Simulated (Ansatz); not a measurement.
## Electronic structure of BFH₄InN in real space

The calculation's input:

```
crystal:
  periodic: [false, false, false]
  atoms:
    - symbol: B
      position_ang: [-1.731570, 1.031186, 1.699740]
    - symbol: F
      position_ang: [-1.813534, 2.339383, 0.935147]
    - symbol: In
      position_ang: [-4.005983, 2.860546, 1.209693]
    - symbol: "N"
      position_ang: [-3.204078, 0.853551, 2.203489]
    - symbol: H
      position_ang: [-1.425044, 0.150401, 0.908509]
    - symbol: H
      position_ang: [-0.959453, 1.188771, 2.635034]
    - symbol: H
      position_ang: [-3.274466, 0.821449, 3.219558]
    - symbol: H
      position_ang: [-3.641225, 0.000390, 1.857959]
basis:
  gaussian: {orbitals: def2-TZVPD}
hamiltonian: {xc: {name: PBE0}}
output: {forces: true, orbitals: {seedname: orbitals}}
```

Launched as:

```sh
ansatz run input.yaml --threads 1 --pin off --max-ram 2610MiB --events-out events.jsonl --progress --plain --runs-dir runs
```

Geometry: PBE0-D3(BJ)/def2-SVP; core potentials replace the inner electrons of In.

Computed with isolated molecule in a Gaussian basis; Kohn-Sham density functional theory, functional PBE0 (Ansatz 0.2.0).

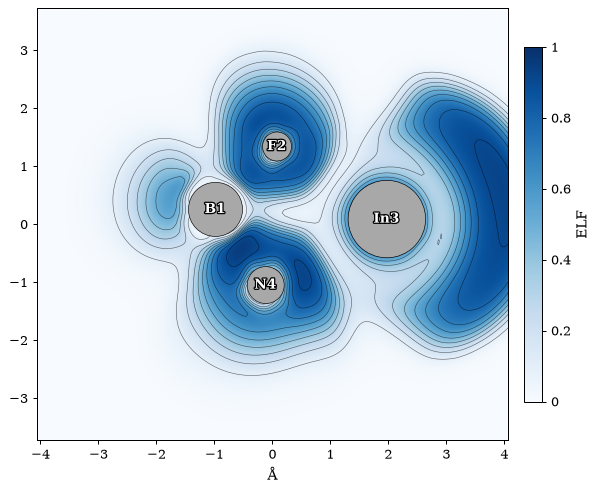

Figure 1. Electron localisation function on the plane of atoms B1, F2 and In3. Grey discs cover the atomic cores.

### Read the bonding off the picture.

The section cuts through B, F, In and N sites.
B–F (1.52 Å): the ELF peaks at about 0.85 between the atoms: a polar covalent bond.
B–N (1.57 Å): the ELF peaks at about 0.95 between the atoms: a shared but strongly polarised pair.
In–F (2.27 Å): the ELF is about 0.10 at the midpoint.
In–N (2.38 Å): the ELF peaks at about 0.90 in the valence shell of N, 0.7 Å from its nucleus, and drops to about 0.15 between the two atoms.
The ELF also peaks beside F2, away from the bonds: lone-pair regions.

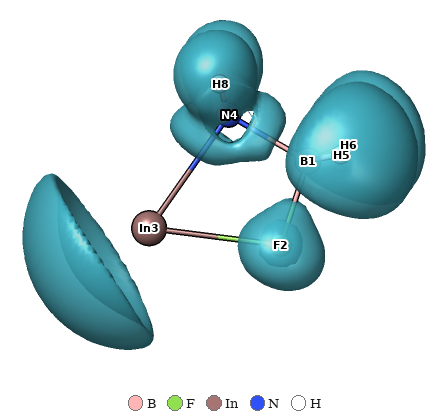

Figure 2. Isosurface of the electron localisation function at 0.75 (cyan), seen across its widest extent. Only the valence region is drawn (cores and ρ < 0.01 e/Å³ removed).

### What do the ELF domains correspond to?

At this value the surface marks out two regions around hydrogen nuclei, one region on F in which the atom's valence shell and bonds are merged, one lobe on In, pointing away from the bonds (lone pairs) and one joined region spread over several atoms (H, N), in which their bonds and any lone pairs are merged.
